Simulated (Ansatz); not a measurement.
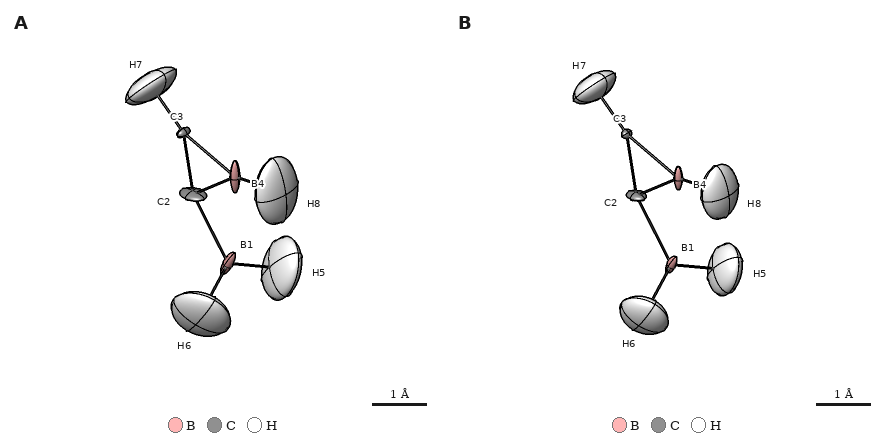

Displacement ellipsoids at the 50 % level, scaled by 2, from the internal vibrations of the free molecule (harmonic, no overall translation or rotation; no half-axis is drawn under 0.075 Å). Vibrations computed with RKS PBE0-D4/def2-TZVP (Ansatz 0.2.0). One panel is for 298 K, the other for 600 K.

Question: Which panel is for 600 K?

Answer: A.

Question: How much does the mean-square displacement of B1 grow, and why?

Answer: U_eq goes from 0.0033 to 0.0059 Å², a factor of 1.8. Modes below kT (417 cm⁻¹ at 600 K) grow about in proportion to T, and the lowest lies at 168 cm⁻¹; the mean-square amplitude of a mode is its zero-point value times coth(ħω/2kT), which comes close to 1 only above about 3kT.
